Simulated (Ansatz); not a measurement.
HfNH₅O₂BrF: several calculations on one system

## 1. Relaxation

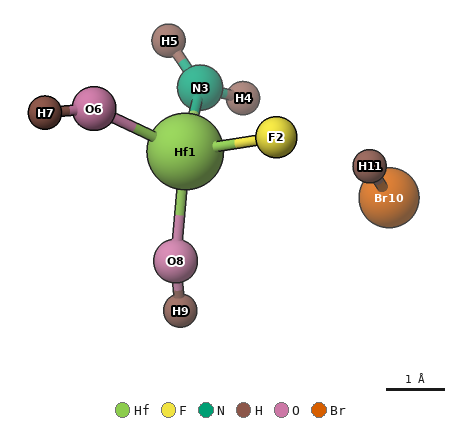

Starting structure of HfNH$_{5}$O$_{2}$BrF. The picture is a ball-and-stick view, seen from a free direction.

The run prepares an end point of a later path (reaction) calculation, from a guessed geometry.

Computed with RKS PBE/def2-SVP in Ansatz 0.2.0.

Input file:
```yaml
crystal:
  periodic: [false, false, false]
  atoms:
    - { symbol: Hf, position_ang: [-0.146901, 0.043658, 0.02597] }
    - { symbol: F, position_ang: [-0.004944, 0.096718, 1.995222] }
    - { symbol: "N", position_ang: [1.734437, 0.053928, -0.77062] }
    - { symbol: H, position_ang: [2.413659, -0.707922, -0.636348] }
    - { symbol: H, position_ang: [2.173558, 0.786382, -1.341351] }
    - { symbol: O, position_ang: [-0.976419, 1.670618, -0.625632] }
    - { symbol: H, position_ang: [-1.709693, 2.175202, -1.003433] }
    - { symbol: O, position_ang: [-1.141125, -1.549129, -0.448663] }
    - { symbol: H, position_ang: [-1.345688, -2.456115, -0.710827] }
    - { symbol: Br, position_ang: [1.958671, -2.721177, 1.800213] }
    - { symbol: H, position_ang: [1.257545, -1.541563, 2.42657] }
basis:
  gaussian: { orbitals: def2-SVP }
hamiltonian:
  xc: pbe
relax:
  f_tol: 0.03
  max_steps: 50
```

Command:
```bash
ansatz run input.yaml --threads 4 --pin off --max-ram 5120MiB --backend cpu --events-out ev --progress --plain --runs-dir out
```

**What does the optimiser find from here?**

The largest move after the best rigid fit is that of Br10, 0.35 Å. Largest moves by element: Br 0.35 Å, F 0.20 Å, H 0.17 Å, O 0.09 Å, N 0.07 Å, Hf 0.03 Å. Some distances before and after: Hf1–H11 3.201 → 3.034 Å, Br10–H11 1.508 → 1.463 Å, Hf1–N3 2.043 → 2.035 Å, Hf1–F2 1.975 → 1.980 Å. Among the angles between lasting bonds that change: Hf1–O8–H9 161.3° → 158.6°. After 7 geometry steps the energy has fallen by 1.96 kcal/mol. The largest force component goes from 0.95 to 0.011 eV/Å. Cost: 23 s on 4 threads of Arm Neoverse V1, on a shared host, peak memory 0.22 GiB.

History of the run:

```
step  E − E(0), kcal/mol  largest force component, eV/Å
   0                0.00                         0.9504
   1               -1.38                         0.1937
   2               -1.72                         0.0728
   3               -1.87                         0.1412
   4               -1.92                         0.0488
   5               -1.95                         0.0577
   6               -1.96                         0.0592
   7               -1.96                         0.0107
```

Final geometry:

```xyz
11

Hf   -0.1449    0.0172    0.0132
F     0.0752   -0.0831    1.9780
N     1.7109    0.0154   -0.8212
H     2.3836   -0.7490   -0.6806
H     2.1440    0.7278   -1.4182
O    -0.9661    1.6845   -0.5339
H    -1.6958    2.2202   -0.8738
O    -1.1602   -1.5423   -0.5249
H    -1.3326   -2.4270   -0.8729
Br    2.0358   -2.5827    2.1089
H     1.1632   -1.4304    2.3364
```

After the run, drawn alike:

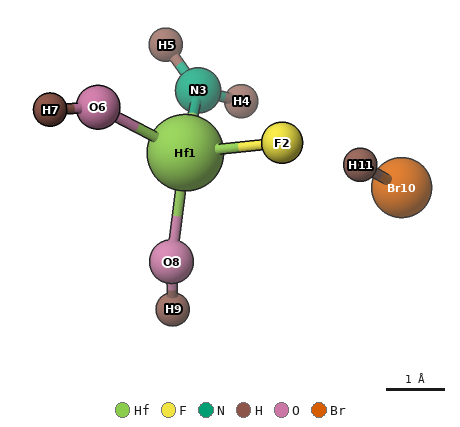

## 2. Relaxation

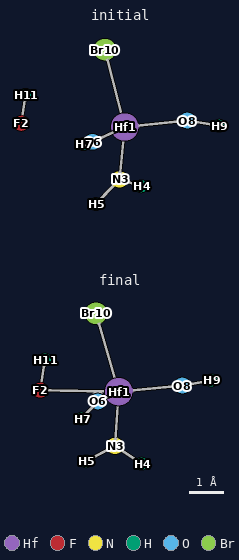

The structure of HfNH₅O₂BrF before (top) and after (bottom) a relaxation, at one scale.

Style: ball-and-stick. Shown from a free direction.

The run prepares an end point of a later path (reaction) calculation, from a guessed geometry.

Theory: RKS PBE/def2-SVP in Ansatz 0.2.0. (no spin polarisation; force threshold 0.03 eV/Å; at most 50 steps)

Question: What changed between the two?

Answer: The largest moves after the best rigid fit, 0.58 Å, are those of F2 and H11. Largest moves by element: H 0.58 Å, F 0.58 Å, O 0.35 Å, Br 0.27 Å, Hf 0.19 Å, N 0.14 Å. Some distances before and after: Hf1–F2 3.175 → 2.416 Å, Hf1–H11 3.282 → 2.572 Å, Br10–H11 2.743 → 2.075 Å, F2–H11 0.932 → 0.988 Å. New bonds form, among them: Hf1–F2 (3.18 → 2.42 Å). Bond angles that change, for instance: Hf1–O6–H7 162.9° → 151.6°, N3–Hf1–O6 108.1° → 115.0°, N3–Hf1–O8 105.9° → 99.6°. Groups turn about Hf1–N3 by about 40°. Over 16 accepted moves (20 points after the start) the energy falls by 35.6 kJ/mol. The largest force component goes from 0.62 to 0.017 eV/Å. The line search rejected the trial steps at points 8, 12, 15, 19 of the run.

Limits of the set-up: the start holds two separate molecules, 2.7 Å apart at their closest, whose relative position is a soft coordinate and is computed without a dispersion correction.

## 3. Path

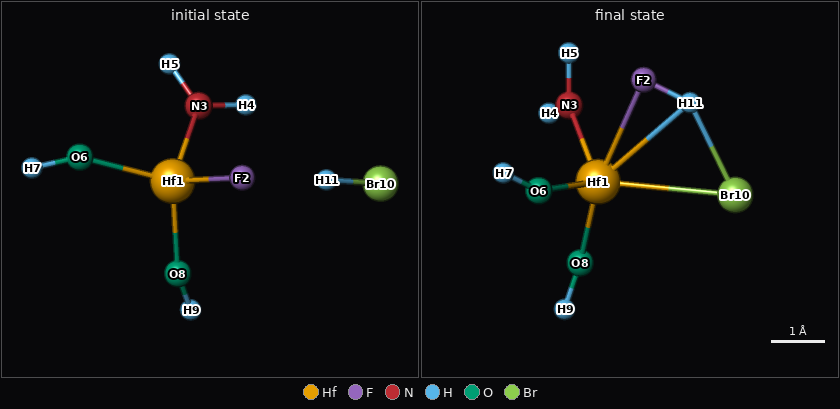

The two relaxed end points of a path for HfNH₅O₂BrF. Style: ball-and-stick. Shown at a tilt.

Method: RKS PBE/def2-SVP in Ansatz 0.2.0.

Run with 7 movable images; climbing image; force threshold 0.03 eV/Å; iteration limit 60.

Start:
```xyz
11

Hf   -0.1452    0.0167    0.0122
F     0.0712   -0.0832    1.9774
N     1.7123    0.0165   -0.8187
H     2.3853   -0.7474   -0.6766
H     2.1459    0.7291   -1.4149
O    -0.9667    1.6833   -0.5367
H    -1.6962    2.2184   -0.8781
O    -1.1580   -1.5437   -0.5277
H    -1.3290   -2.4285   -0.8760
Br    2.0337   -2.5811    2.1123
H     1.1597   -1.4295    2.3380
```

End:
```xyz
11

Hf    0.0483   -0.6167    0.0903
F     1.2519    0.6381    1.7675
N     1.7539   -0.1881   -0.9359
H     2.0239   -0.5788   -1.8449
H     2.4484    0.5141   -0.6566
O    -1.2356    0.8355    0.1913
H    -1.4721    1.7700    0.1092
O    -0.7186   -1.9262   -1.0933
H    -1.3904   -2.3972   -1.6037
Br    0.3415   -2.0530    2.3269
H     1.1619   -0.1471    2.3604
```

**What barrier does the band find between them, and by what path?**

Forward barrier 0.155 eV, backward barrier 0.201 eV, with image 3 at the top; the reaction energy is −0.047 eV. Forming: F2–H11 (1.77 → 1.22 at the top → 0.99 Å), Hf1–Br10 (3.99 → 2.99 at the top → 2.67 Å). The band converged in 35 iterations, with a climbing image at the top. At the top, the vibrational analysis gives one imaginary mode (129i cm⁻¹), as a transition state must have.

Energies of the converged images:

```csv
image,path (Å),E (eV)
0,0.00,0.000
1,0.51,0.016
2,1.03,0.083
3,1.54,0.155
4,2.16,0.103
5,2.77,0.066
6,3.38,0.021
7,4.00,-0.018
8,4.61,-0.047
```

The geometry at the top of the path:

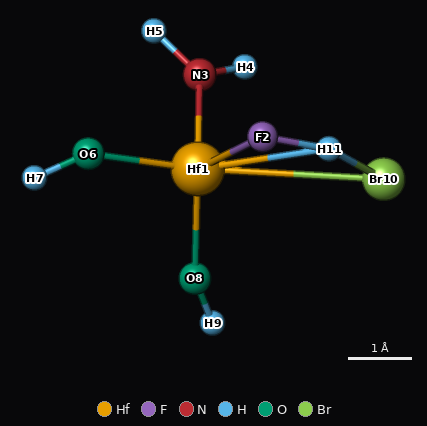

Cost: 9.4 min on 4 threads of Arm Neoverse V1 (shared host), peak memory 0.24 GiB.
